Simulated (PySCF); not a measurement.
C3H5NO, SMILES `CC(=N)C=O`.

Level of theory: def2-SVP basis (PySCF), at a geometry from GFN2-xTB. No frequency check shows the geometry to be a minimum.

Input

```python
import numpy as np
from pyscf import gto, scf, mcscf

mol = gto.M(atom='''
C      1.70541    -0.60292     0.00005
C      0.42665     0.16160    -0.00005
N      0.41848     1.42210     0.00004
C     -0.84443    -0.64445     0.00001
O     -1.93525    -0.14069    -0.00002
H      1.75537    -1.24158    -0.88091
H      1.75603    -1.24029     0.88144
H      2.54490     0.08512    -0.00080
H     -0.52000     1.82533    -0.00009
H     -0.70937    -1.74314     0.00022
''', basis='def2-svp', charge=0, spin=0, verbose=4)
# stretch the bond between atoms 2 and 4, from long to short, fragments rigid
a, b, move = 1, 3, [3, 4, 9]
xyz = mol.atom_coords(unit='Angstrom')
u = xyz[b] - xyz[a]
r0 = np.linalg.norm(u)
rows, last, dm_u = [], None, None
for r in [4.26, 3.34, 2.74, 2.36, 2.05, 1.82, 1.67, 1.52, 1.4]:
    new = xyz.copy()
    new[move] += u / r0 * (r - r0)
    m = mol.set_geom_(new, unit='Angstrom', inplace=False)
    rhf = scf.RHF(m).density_fit(auxbasis='def2-universal-jkfit').run()
    uhf = scf.UHF(m).density_fit(auxbasis='def2-universal-jkfit').newton()
    if dm_u is None:
        c = rhf.mo_coeff
        h = m.nelectron // 2 - 1
        ca, cb = c.copy(), c.copy()
        ca[:, h], cb[:, h] = (c[:, h] + c[:, h + 1]) / 2**.5, (c[:, h] - c[:, h + 1]) / 2**.5
        dm_u = np.array([x[:, :h + 1] @ x[:, :h + 1].T for x in (ca, cb)])
    uhf.kernel(dm0=dm_u)
    for _ in range(3):
        c, _, stable, _ = uhf.stability(return_status=True)
        if stable:
            break
        uhf.kernel(c, uhf.mo_occ)
    dm_u = uhf.make_rdm1()
    mc = mcscf.CASSCF(rhf, 2, 2)
    mc.natorb = True
    mc.fix_spin_(ss=0)
    guess = mcscf.addons.make_natural_orbitals(uhf)[1] if last is None else mcscf.project_init_guess(mc, last.mo_coeff, last.mol)
    mc.kernel(guess)
    last = mc
    act = slice(mc.ncore, mc.ncore + mc.ncas)
    print('r %.3f  RHF %.6f  UHF %.6f  <S^2> %.3f  CASSCF %.6f  occupations' % (r, rhf.e_tot, uhf.e_tot, uhf.spin_square()[0], mc.e_tot), mc.mo_occ[act].round(4))
    rows.append((new, rhf.e_tot, uhf.e_tot, uhf.spin_square()[0], mc.e_tot, mc.mo_occ[act], mc.mo_coeff[:, act], dm_u[0] - dm_u[1], rhf.converged and uhf.converged and mc.converged))
    np.savez('result.npz', **{k: [row[i] for row in rows] for i, k in enumerate('xyz rhf uhf s2 cas occ c spin ok'.split())})
```

Launched as:

```sh
OMP_NUM_THREADS=1 python input.py
```

The run took 6.5 min on 1 thread of Arm Neoverse V2, with other jobs on the host, peak memory 0.24 GiB.

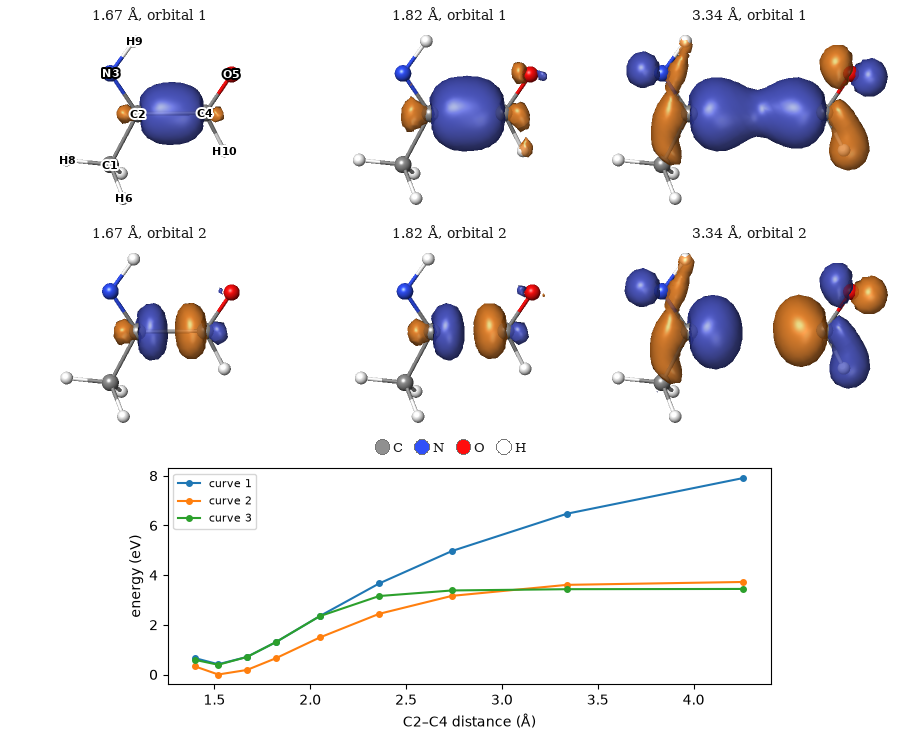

Rigid stretch of the C2–C4 bond. The two CASSCF(2,2) natural orbitals nearest half filling (orbital 1 the more occupied). Below: energies along the scan, from the lowest point of the three curves.

Q: How do the occupations change along the stretch?

A: 1.67 Å: 1.97 and 0.03; 1.82 Å: 1.96 and 0.04; 3.34 Å: 1.34 and 0.66. At the longest distance computed (4.26 Å) they are 1.09 and 0.91, and the effective number of unpaired electrons is 2.0.

UHF's ⟨S²⟩ passes 1 along the scan (up to 1.14), so it also polarises electrons outside the stretched bond; its energy lowering isn't due to that bond alone.

Q: Which curve is which method?

A: Curve 1 is RHF. Curve 2 is CASSCF(2,2). Curve 3 is UHF. RHF rises too steeply because it keeps both electrons in one orbital and so mixes in ionic fragments.

UHF already breaks spin symmetry near equilibrium here (⟨S²⟩ = 0.19 at 1.52 Å), for reasons apart from this bond.

Q: How much energy does the stretch cost?

A: By CASSCF, 3.7 eV from the lowest point of the scan (1.52 Å) to 4.26 Å; RHF gives 7.5 eV from its own lowest point. The fragments aren't relaxed and dynamic correlation is missing, so this isn't a bond dissociation energy.
